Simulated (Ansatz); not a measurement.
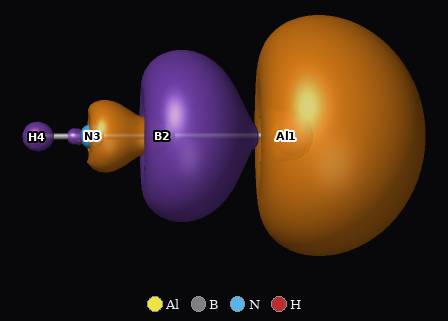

*AlBHN (SMILES N=[B][Al]). One frontier orbital at ±0.06 Å⁻³ᐟ² (orange and purple are the two phases), seen from one side.*

Geometry: PBE0-D4/def2-TZVP.

Theory: Ansatz 0.2.0, isolated molecule in a Gaussian basis; Kohn-Sham density functional theory, functional PBE0.

```xyz
4

Al    0.0000    0.0000   -2.5204
B     0.0000    0.0000   -0.3215
N     0.0000    0.0000    0.9243
H     0.0000    0.0000    1.9176
```

Q: Which orbital is it: HOMO or LUMO?

A: The HOMO, at −6.06 eV. By Hirshfeld shares it lies mainly on Al1 (about 75 %) and B2 (about 20 %); it is of σ type.
